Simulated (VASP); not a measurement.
Input:

```yaml
crystal:
  lattice:
    - [3.87358, 0.00000, 0.00000]
    - [-1.93679, 3.35462, 0.00000]
    - [0.00000, 0.00000, 6.70877]
  atoms:
    - { symbol: Na, position: [0.00000, 0.00000, 0.00000] }
    - { symbol: Na, position: [0.00000, 0.00000, 0.50000] }
    - { symbol: Cl, position: [0.33333, 0.66667, 0.25000] }
    - { symbol: Cl, position: [0.66667, 0.33333, 0.75000] }
```

Method: r2SCAN meta-GGA, VASP's PBE PAW potentials (set 64) (plane waves; VASP). Settings: 400 eV cut-off, 7×7×4 Γ-centred mesh, tetrahedra with Blöchl corrections, potentials Na_pv Cl.

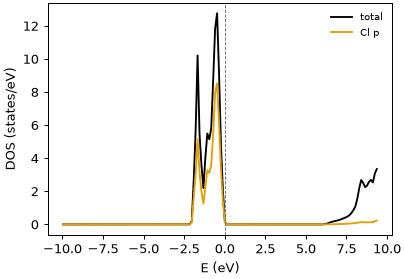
*Total and projected density of states, zero at the valence-band maximum*

Within 2 eV below the valence-band maximum the largest weight inside VASP's projection spheres is Cl p.

The gap is direct, 5.94 eV, from the valence maximum at Γ to the conduction minimum at Γ.

The structure was generated: NaCl was put into the NiAs type (P6_3/mmc), which need not be its known phase. It was relaxed first, which changed the volume by -7 %.
